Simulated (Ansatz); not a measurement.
# AlClH5N: two geometries relaxed, part 2 of 2

Are the two ends of the reaction (ligand exchange) separate minima, and which lies lower? Each is relaxed from a guess. Meant to form: Al1–N5, H8–Cl2; to break: Al1–Cl2, H8–N5. The start is a guess near the saddle point, from which both ends are pulled out.

Ansatz 0.2.0; RKS B3LYP/def2-SVP.

### 4 A restrained relaxation towards end B

Springs on the bonds that form and break draw the guess towards this end; the thresholds are loose.

Input file input.yaml:

```yaml
crystal:
  periodic: [false, false, false]
  atoms:
    - { symbol: Al, position_ang: [0.0, 0.0, 0.0] }
    - { symbol: Cl, position_ang: [0.0, 0.0, 2.58] }
    - { symbol: H, position_ang: [1.351, 0.0, -0.78] }
    - { symbol: H, position_ang: [-1.351, 0.0, -0.78] }
    - { symbol: "N", position_ang: [0.0928, -2.1047, 0.7] }
    - { symbol: H, position_ang: [-0.4256, -2.8627, 0.1705] }
    - { symbol: H, position_ang: [0.6555, -2.3517, 1.5637] }
    - { symbol: H, position_ang: [0.0645, -1.4634, 1.8747] }
basis:
  gaussian: { orbitals: def2-SVP }
hamiltonian:
  xc: b3lyp
relax:
  f_tol: 0.15
  max_steps: 25
  restrain:
    - { distance: [0, 4], at: 1.92, k: 30.0 }
    - { distance: [7, 1], at: 1.37, k: 30.0 }
    - { distance: [0, 1], at: 3.43, k: 30.0 }
    - { distance: [7, 4], at: 2.26, k: 30.0 }
```

Command:

```bash
> ansatz run input.yaml --threads 1 --pin off --max-ram 2048MiB --backend cpu --events-out ev --progress --plain --runs-dir out
```

Standard output:

```text
Warning: RAYON_NUM_THREADS=1 ignored (pool sized by the plan → 1); use --threads N
The last accepted step is kept in <dir> (removed where the run ends without a failure and the disk answers)
Engine: ansatz 0.2.0, aarch64-unknown-linux-gnu
Functional definition: B3LYP
  parameter a0 = 0.2
  parameter ax = 0.72
  parameter ac = 0.81
  exchange = (1 - a0 - ax)*slater_x + ax*b88_x + a0*exact_x
  correlation = (1 - ac)*vwn_rpa_c + ac*lyp_c
780 factors; integrals over basis functions are off by at most 4.2e-4 eV
mean field evaluation 1: about -20677.9426 eV, gradient 5.3e1 eV
mean field evaluation 2: about -20651.6399 eV, gradient 1.1e2 eV
mean field evaluation 4: about -20683.8029 eV, gradient 5.3e0 eV
mean field evaluation 8: about -20683.8858 eV, gradient 5.8e-2 eV
mean field evaluation 16: about -20683.8858 eV, gradient 2.1e-5 eV
mean field -20683.88583526 eV, -760.1187844045 hartree, gradient 2.1e-5 eV, S^2 0.000000; 0 other end points of the search recorded, 0 dependent functions left out
the calculation of the forces begins
reference -20683.88607815 eV, -760.1187933303 hartree; 21, 21 occupied and 54, 54 virtual orbitals, 780 factors
relax step   1: F+E_penalty+E_count = -20683.88583526 eV  Δ(F+E_penalty+E_count) = +0.000e0 eV  max|allowed force component| = 3.163e0 eV/Å  E_restraint = 25.90202623 eV  max|allowed force component, restraints' pulls added| = 2.642e1 eV/Å  Δτ_max = 0.0000 Å  (25 SCF iters, accepted)
  distance Al 0 - N 4 = 2.2200 Å
  distance H 7 - Cl 1 = 1.6258 Å
  distance Al 0 - Cl 1 = 2.5800 Å
  distance H 7 - N 4 = 1.3387 Å
these checks for a lower state are left out or cut short: starts, cluster_reference, orbital_swaps, neighbouring_geometries, increment
780 factors; integrals over basis functions are off by at most 4.7e-4 eV
mean field -20684.01457604 eV, -760.1235155407 hartree, gradient 1.5e-5 eV, S^2 0.000000; 0 other end points of the search recorded, 0 dependent functions left out
the calculation of the forces begins
reference -20684.01482088 eV, -760.1235245386 hartree; 21, 21 occupied and 54, 54 virtual orbitals, 780 factors
relax step   2: F+E_penalty+E_count = -20684.01457604 eV  Δ(F+E_penalty+E_count) = -1.287e-1 eV  max|allowed force component| = 3.714e0 eV/Å  E_restraint = 11.11536549 eV  max|allowed force component, restraints' pulls added| = 1.862e1 eV/Å  Δτ_max = 0.1948 Å  (31 SCF iters, accepted)
  distance Al 0 - N 4 = 2.1222 Å
  distance H 7 - Cl 1 = 1.5078 Å
  distance Al 0 - Cl 1 = 2.8956 Å
  distance H 7 - N 4 = 1.6311 Å
these checks for a lower state are left out or cut short: starts, cluster_reference, orbital_swaps, neighbouring_geometries, increment
780 factors; integrals over basis functions are off by at most 8.3e-4 eV
mean field -20684.38022128 eV, -760.1369527557 hartree, gradient 1.8e-5 eV, S^2 0.000000; 0 other end points of the search recorded, 0 dependent functions left out
the calculation of the forces begins
reference -20684.38046987 eV, -760.1369618910 hartree; 21, 21 occupied and 54, 54 virtual orbitals, 780 factors
relax step   3: F+E_penalty+E_count = -20684.38022128 eV  Δ(F+E_penalty+E_count) = -3.656e-1 eV  max|allowed force component| = 3.736e0 eV/Å  E_restraint = 3.04217345 eV  max|allowed force component, restraints' pulls added| = 9.329e0 eV/Å  Δτ_max = 0.1948 Å  (28 SCF iters, accepted)
  distance Al 0 - N 4 = 2.0168 Å
  distance H 7 - Cl 1 = 1.3901 Å
  distance Al 0 - Cl 1 = 3.1328 Å
  distance H 7 - N 4 = 1.9364 Å
these checks for a lower state are left out or cut short: starts, cluster_reference, orbital_swaps, neighbouring_geometries, increment
780 factors; integrals over basis functions are off by at most 1.1e-3 eV
mean field evaluation 32: about -20684.8743 eV, gradient 8.7e0 eV
mean field -20685.13780918 eV, -760.1647935975 hartree, gradient 1.8e-5 eV, S^2 0.000000; 0 other end points of the search recorded, 0 dependent functions left out
the calculation of the forces begins
reference -20685.13806246 eV, -760.1648029053 hartree; 21, 21 occupied and 54, 54 virtual orbitals, 780 factors
relax step   4: F+E_penalty+E_count = -20685.13780918 eV  Δ(F+E_penalty+E_count) = -7.576e-1 eV  max|allowed force component| = 2.167e0 eV/Å  E_restraint = 0.14235615 eV  max|allowed force component, restraints' pulls added| = 2.033e0 eV/Å  Δτ_max = 0.1946 Å  (27 SCF iters, accepted)
  distance Al 0 - N 4 = 1.8992 Å
  distance H 7 - Cl 1 = 1.3261 Å
  distance Al 0 - Cl 1 = 3.3736 Å
  distance H 7 - N 4 = 2.1972 Å
these checks for a lower state are left out or cut short: starts, cluster_reference, orbital_swaps, neighbouring_geometries, increment
780 factors; integrals over basis functions are off by at most 1.0e-3 eV
mean field -20685.48742429 eV, -760.1776417159 hartree, gradient 6.5e-6 eV, S^2 0.000000; 0 other end points of the search recorded, 0 dependent functions left out
the calculation of the forces begins
reference -20685.48768045 eV, -760.1776511293 hartree; 21, 21 occupied and 54, 54 virtual orbitals, 780 factors
relax step   5: F+E_penalty+E_count = -20685.48742429 eV  Δ(F+E_penalty+E_count) = -3.496e-1 eV  max|allowed force component| = 1.287e0 eV/Å  E_restraint = 0.04551850 eV  max|allowed force component, restraints' pulls added| = 8.210e-1 eV/Å  Δτ_max = 0.1945 Å  (28 SCF iters, accepted)
  distance Al 0 - N 4 = 1.8789 Å
  distance H 7 - Cl 1 = 1.3337 Å
  distance Al 0 - Cl 1 = 3.4328 Å
  distance H 7 - N 4 = 2.2554 Å
these checks for a lower state are left out or cut short: starts, cluster_reference, orbital_swaps, neighbouring_geometries, increment
780 factors; integrals over basis functions are off by at most 8.8e-4 eV
mean field -20685.63643232 eV, -760.1831176599 hartree, gradient 1.8e-5 eV, S^2 0.000000; 0 other end points of the search recorded, 0 dependent functions left out
the calculation of the forces begins
reference -20685.63668896 eV, -760.1831270911 hartree; 21, 21 occupied and 54, 54 virtual orbitals, 780 factors
relax step   6: F+E_penalty+E_count = -20685.63643232 eV  Δ(F+E_penalty+E_count) = -1.490e-1 eV  max|allowed force component| = 1.373e0 eV/Å  E_restraint = 0.03930435 eV  max|allowed force component, restraints' pulls added| = 5.915e-1 eV/Å  Δτ_max = 0.1999 Å  (27 SCF iters, accepted)
  distance Al 0 - N 4 = 1.8765 Å
  distance H 7 - Cl 1 = 1.3436 Å
  distance Al 0 - Cl 1 = 3.4312 Å
  distance H 7 - N 4 = 2.2548 Å
these checks for a lower state are left out or cut short: starts, cluster_reference, orbital_swaps, neighbouring_geometries, increment
780 factors; integrals over basis functions are off by at most 8.9e-4 eV
mean field -20685.71146491 eV, -760.1858750566 hartree, gradient 9.5e-6 eV, S^2 0.000000; 0 other end points of the search recorded, 0 dependent functions left out
the calculation of the forces begins
reference -20685.71172204 eV, -760.1858845061 hartree; 21, 21 occupied and 54, 54 virtual orbitals, 780 factors
relax step   7: F+E_penalty+E_count = -20685.71146491 eV  Δ(F+E_penalty+E_count) = -7.503e-2 eV  max|allowed force component| = 1.282e0 eV/Å  E_restraint = 0.04583381 eV  max|allowed force component, restraints' pulls added| = 7.922e-1 eV/Å  Δτ_max = 0.1976 Å  (27 SCF iters, accepted)
  distance Al 0 - N 4 = 1.8716 Å
  distance H 7 - Cl 1 = 1.3444 Å
  distance Al 0 - Cl 1 = 3.4334 Å
  distance H 7 - N 4 = 2.2530 Å
these checks for a lower state are left out or cut short: starts, cluster_reference, orbital_swaps, neighbouring_geometries, increment
780 factors; integrals over basis functions are off by at most 1.0e-3 eV
mean field evaluation 64: about -20685.7716 eV, gradient 1.2e-3 eV
mean field -20685.77159390 eV, -760.1880847562 hartree, gradient 8.0e-6 eV, S^2 0.000000; 0 other end points of the search recorded, 0 dependent functions left out
the calculation of the forces begins
reference -20685.77185197 eV, -760.1880942402 hartree; 21, 21 occupied and 54, 54 virtual orbitals, 780 factors
relax step   8: F+E_penalty+E_count = -20685.77159390 eV  Δ(F+E_penalty+E_count) = -6.013e-2 eV  max|allowed force component| = 1.270e0 eV/Å  E_restraint = 0.04242508 eV  max|allowed force component, restraints' pulls added| = 2.318e-1 eV/Å  Δτ_max = 0.2000 Å  (27 SCF iters, accepted)
  distance Al 0 - N 4 = 1.8733 Å
  distance H 7 - Cl 1 = 1.3459 Å
  distance Al 0 - Cl 1 = 3.4302 Å
  distance H 7 - N 4 = 2.2522 Å
these checks for a lower state are left out or cut short: starts, cluster_reference, orbital_swaps, neighbouring_geometries, increment
780 factors; integrals over basis functions are off by at most 1.1e-3 eV
mean field -20685.78449011 eV, -760.1885586831 hartree, gradient 7.8e-6 eV, S^2 0.000000; 0 other end points of the search recorded, 0 dependent functions left out
the calculation of the forces begins
reference -20685.78474926 eV, -760.1885682068 hartree; 21, 21 occupied and 54, 54 virtual orbitals, 780 factors
relax step   9: F+E_penalty+E_count = -20685.78449011 eV  Δ(F+E_penalty+E_count) = -1.290e-2 eV  max|allowed force component| = 1.328e0 eV/Å  E_restraint = 0.04262059 eV  max|allowed force component, restraints' pulls added| = 4.374e-2 eV/Å  Δτ_max = 0.0992 Å  (27 SCF iters, accepted)
  distance Al 0 - N 4 = 1.8759 Å
  distance H 7 - Cl 1 = 1.3413 Å
  distance Al 0 - Cl 1 = 3.4279 Å
  distance H 7 - N 4 = 2.2517 Å
780 factors; integrals over basis functions are off by at most 1.1e-3 eV
mean field -20685.78449011 eV, -760.1885586831 hartree, gradient 7.8e-6 eV, S^2 0.000000; 1 other end points of the search recorded, 0 dependent functions left out
the calculation of the forces begins
reference -20685.78474926 eV, -760.1885682068 hartree; 21, 21 occupied and 54, 54 virtual orbitals, 780 factors
Total energy: -20685.78474926 eV, -760.1885682068 hartree
Atom 0 at     0.068830    -0.496493    -0.346469 Å, force     0.048374    -1.194392     0.649939 eV/Å
Atom 1 at    -0.132315     0.179710     3.008054 Å, force     0.007818    -0.753577    -0.409618 eV/Å
Atom 2 at     1.450504     0.231948    -0.569791 Å, force    -0.003526    -0.011558     0.005326 eV/Å
Atom 3 at    -1.344013    -0.001192    -0.846969 Å, force     0.002825    -0.006288     0.024024 eV/Å
Atom 4 at     0.118994    -2.172949     0.493786 Å, force    -0.082329     1.327842    -0.393932 eV/Å
Atom 5 at    -0.666947    -2.819741     0.492375 Å, force     0.009037     0.017192     0.012094 eV/Å
Atom 6 at     0.982050    -2.678990     0.678430 Å, force     0.008096    -0.001462    -0.009513 eV/Å
Atom 7 at    -0.089902    -1.024794     2.419485 Å, force     0.009705     0.622244     0.121680 eV/Å
Dipole moment:     0.031192    -0.485002    -0.157750 e Å
```

Run time: 23 s. Hardware: 1 thread of Arm Neoverse V2, shared host; peak memory 0.16 GiB.

Step by step:

```
step  energy from step 1 (eV)  largest force component (eV/Å)
   1                   0.0000                          3.1626
   2                  -0.1287                          3.7135
   3                  -0.4944                          3.7364
   4                  -1.2520                          2.1674
   5                  -1.6016                          1.2871
   6                  -1.7506                          1.3733
   7                  -1.8256                          1.2821
   8                  -1.8858                          1.2697
   9                  -1.8987                          1.3278
```

Step 1 is the start. Energies and forces in the table leave out the springs, which the log lists apart; the run stops on the force with the springs' pull added.

After: Bond lengths: Al1–H3 1.578 Å, Al1–H4 1.579 Å, Al1–N5 1.876 Å, N5–H6 1.018 Å, N5–H7 1.017 Å, Cl2–H8 1.341 Å. Angles: H3–Al1–H4 126.4°, H3–Al1–N5 116.9°, H4–Al1–N5 116.5°, Al1–N5–H6 123.1°, Al1–N5–H7 123.3°, H6–N5–H7 109.8°.

Pairs that crossed the distance rule for bonds on the way: came closer Cl2–H8; moved apart Al1–Cl2.

### 5 End point B

It starts where the restrained run ended.

Input file input.yaml:

```yaml
crystal:
  periodic: [false, false, false]
  atoms:
    - { symbol: Al, position_ang: [0.06883, -0.496493, -0.346469] }
    - { symbol: Cl, position_ang: [-0.132315, 0.17971, 3.008054] }
    - { symbol: H, position_ang: [1.450504, 0.231948, -0.569791] }
    - { symbol: H, position_ang: [-1.344013, -0.001192, -0.846969] }
    - { symbol: "N", position_ang: [0.118994, -2.172949, 0.493786] }
    - { symbol: H, position_ang: [-0.666947, -2.819741, 0.492375] }
    - { symbol: H, position_ang: [0.98205, -2.67899, 0.67843] }
    - { symbol: H, position_ang: [-0.089902, -1.024794, 2.419485] }
basis:
  gaussian: { orbitals: def2-SVP }
hamiltonian:
  xc: b3lyp
relax:
  f_tol: 0.03
  max_steps: 50
output:
  orbitals: {}
```

Command:

```bash
> ansatz run input.yaml --threads 1 --pin off --max-ram 2048MiB --backend cpu --events-out ev --progress --plain --runs-dir out
```

Standard output, cut to the lines that bear on the results:

```text
Warning: RAYON_NUM_THREADS=1 ignored (pool sized by the plan → 1); use --threads N
[...]
[... 1 set-up line as earlier in the session ...]
[...]
772 factors; integrals over basis functions are off by at most 3.7e-4 eV
[...]
mean field -20685.78448430 eV, -760.1885584698 hartree, gradient 2.6e-5 eV, S^2 0.000000; 0 other end points of the search recorded, 0 dependent functions left out
[...]
reference -20685.78474308 eV, -760.1885679796 hartree; 21, 21 occupied and 54, 54 virtual orbitals, 772 factors
relax step   1: F+E_penalty+E_count = -20685.78448430 eV  Δ(F+E_penalty+E_count) = +0.000e0 eV  max|allowed force component| = 1.328e0 eV/Å  Δτ_max = 0.0000 Å  (24 SCF iters, accepted)
[...]
relax step   5: F+E_penalty+E_count = -20686.02562533 eV  Δ(F+E_penalty+E_count) = -6.227e-2 eV  max|allowed force component| = 1.281e0 eV/Å  Δτ_max = 0.1952 Å  (28 SCF iters, accepted)
[...]
reference -20687.73435343 eV, -760.2602148386 hartree; 21, 21 occupied and 54, 54 virtual orbitals, 774 factors
Total energy: -20687.73435343 eV, -760.2602148386 hartree
Atom 0 at     0.005417    -0.107647     0.254321 Å, force    -0.000748     0.003985    -0.000168 eV/Å
Atom 1 at    -0.232855     0.736373     2.239046 Å, force     0.000103    -0.000159    -0.000721 eV/Å
Atom 2 at     1.441690     0.096982    -0.396798 Å, force    -0.001061    -0.000519     0.000183 eV/Å
Atom 3 at    -1.310856    -0.117177    -0.637845 Å, force     0.001510    -0.000488     0.000553 eV/Å
Atom 4 at     0.108930    -2.090302     0.865482 Å, force     0.000019    -0.008521     0.003300 eV/Å
Atom 5 at    -0.688487    -2.649642     0.551590 Å, force    -0.000080     0.001988    -0.000636 eV/Å
Atom 6 at     0.963209    -2.565407     0.562688 Å, force     0.000363     0.001523    -0.000902 eV/Å
Atom 7 at     0.100153    -2.085681     1.890418 Å, force    -0.000107     0.002192    -0.001608 eV/Å
Dipole moment:     0.095324    -1.252018     0.021251 e Å
```

Run time: 39 s. Hardware: 1 thread of Arm Neoverse V2, shared host; peak memory 0.15 GiB.

Relaxation path:

```
step  energy from step 1 (eV)  largest force component (eV/Å)
   1                   0.0000                          1.3279
   2                  -0.1154                          0.4438
   3                  -0.1419                          0.6568
   4                  -0.1789                          0.8758
   5                  -0.2411                          1.2814
   6                  -0.4360                          2.5889
   7                  -1.1120                          1.7963
   8                  -1.3586                          5.4714
   9                  -1.7639                          0.8953
  10                  -1.8964                          0.3865
  11                  -1.9205                          0.8330
  12                  -1.9416                          0.4503
  13                  -1.9448                          0.1241
  14                  -1.9492                          0.0398
  15                  -1.9496                          0.0342
  16                  -1.9496                          0.0085
```

Step 1 is the start.

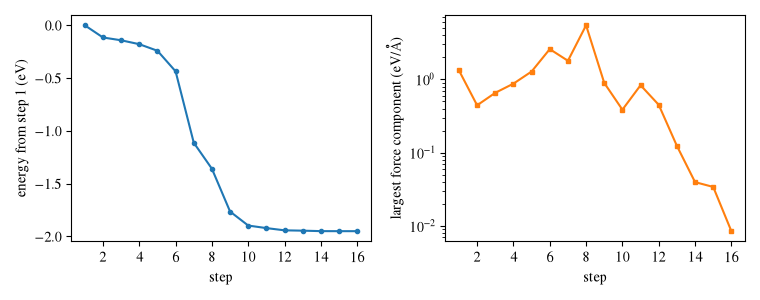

Energy and largest force along the relaxation.

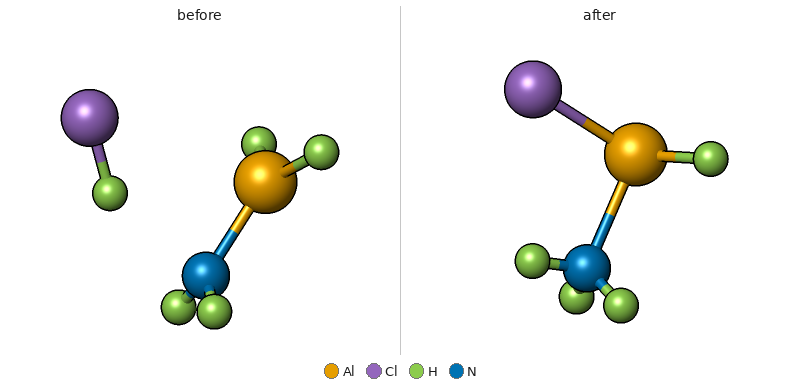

Before and after, at one scale.

After: Bond lengths: Al1–Cl2 2.170 Å, Al1–H3 1.590 Å, Al1–H4 1.590 Å, Al1–N5 2.077 Å, N5–H6 1.023 Å, N5–H7 1.023 Å, N5–H8 1.025 Å. Angles: Cl2–Al1–H3 115.1°, Cl2–Al1–H4 115.1°, Cl2–Al1–N5 96.2°, H3–Al1–H4 121.2°, H3–Al1–N5 101.4°, H4–Al1–N5 101.6°, Al1–N5–H6 113.1°, Al1–N5–H7 113.4°, Al1–N5–H8 106.8°, H6–N5–H7 107.8°, H6–N5–H8 107.6°, H7–N5–H8 107.8°.

Pairs that crossed the distance rule for bonds on the way: came closer Al1–Cl2, N5–H8; moved apart Cl2–H8.

### 6 Summary of results

The summary covers parts 1 to 2.

| quantity | value |
| --- | --- |
| end A | 7 moves, 0.965 eV lower |
| end B | 15 moves, 1.950 eV lower |
| largest difference between the ends | 0.19 Å |
| end B relative to end A | -0.000 eV |

The two relaxations end at one structure, within 0.19 Å: no second minimum was found from this start, which doesn't rule one out.
